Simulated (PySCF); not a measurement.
Cl3Pb···H2O (charge −1)

```yaml
atoms:
  - { symbol: Pb, position_ang: [-0.3046, -0.0857, 0.0857] }
  - { symbol: Cl, position_ang: [1.3276, 1.3650, 1.4670] }
  - { symbol: Cl, position_ang: [-0.9956, -1.8385, 1.8385] }
  - { symbol: Cl, position_ang: [1.3276, -1.4670, -1.3650] }
  - { symbol: O, position_ang: [-2.0647, 2.1874, -2.1874] }
  - { symbol: H, position_ang: [-1.6209, 2.4251, -1.3650] }
  - { symbol: H, position_ang: [-1.6209, 1.3650, -2.4251] }
```

Core potentials replace the inner electrons of Pb.

Level of theory: PySCF 2.14.0, RKS PBE0, Pb def2-SVP with ECP60, Cl def2-SVP, O def2-SVP, H def2-SVP; non-relativistic Hamiltonian with scalar-relativistic core potentials where named; density fitting.

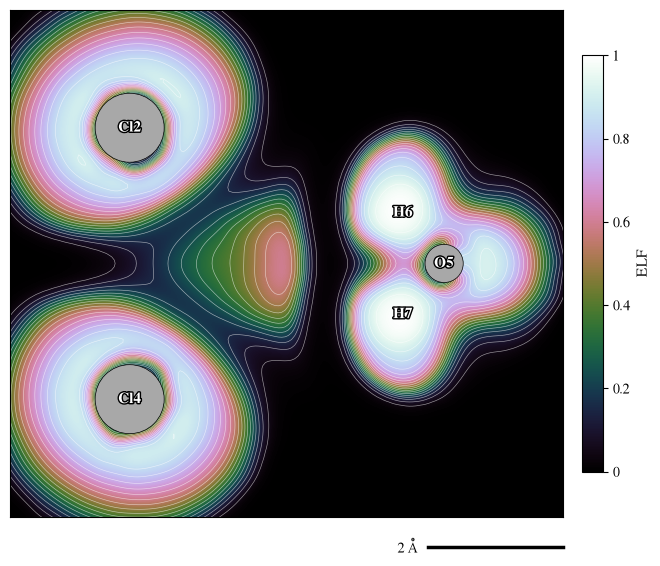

Figure 1. ELF on the plane of atoms H6, O5 and H7. Grey discs cover the atomic cores.

> What do the fields say about this system?

The plane passes through Cl, O and H nuclei.
O–H (0.96 Å): the ELF climbs to about 1 towards the hydrogen, as it does in any bond to H: an ordinary covalent bond to hydrogen.
The ELF also peaks beside Cl4, O5 and Cl2, away from the bonds: lone-pair regions.

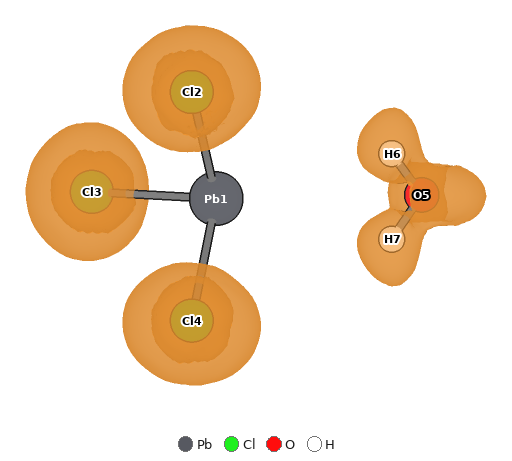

Figure 2. Isosurface of the ELF at 0.8 (orange), seen at an oblique angle. Only the valence region is drawn (cores and ρ < 0.01 e/Å³ removed).

> Where are the electrons localised?

The ELF exceeds this value in three regions wrapped around Cl (the valence shell of each) and one joined region spread over several atoms (H, O), in which their bonds and any lone pairs are merged. Profiles from the grid: Pb1···H7 (3.18 Å): the ELF dips to about 0 between them. Pb–Cl (2.57 Å): the ELF peaks at about 0.85 in the valence shell of Cl, 0.8 Å from its nucleus, and drops to about 0.20 between the two atoms.

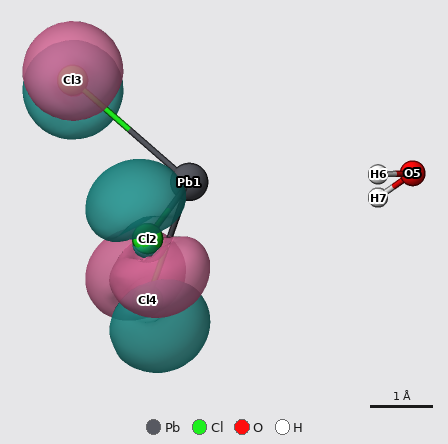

Figure 3. The HOMO−1 at ±0.15 Å⁻³ᐟ² (teal and pink are the two phases), seen from one side.

> Describe this orbital and give its energy.

By Hirshfeld shares it lies mainly on Cl2 (about 35 %), Cl4 (about 35 %) and Cl3 (about 30 %); largely a combination of lone pairs on Cl2, Cl4 and Cl3. Its energy is −3.61 eV.
